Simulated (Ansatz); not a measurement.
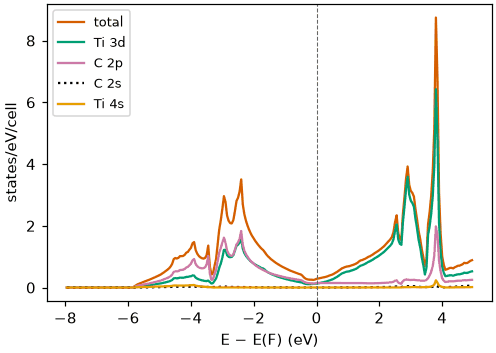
Total and projected density of states of TiC (rock salt, Fm-3m), the program Ansatz at the PBE level (PAW)

Which orbitals carry the states next to the Fermi level?

Within 0.5 eV of the Fermi level: Ti 3d 49 %, C 2p 48 %. Projections are on Löwdin-orthogonalised atomic valence shells; empty p or d shells of many metals are not among them.

Where is the tallest occupied peak in this window, and what makes it?

Near -2.4 eV, about 3.5 states/eV per cell; the largest projected share is C 2p.

The PBE relaxation kept the symmetry of its start. No spin polarisation was allowed.

Potentials: the earlier of the program's two PAW sets.
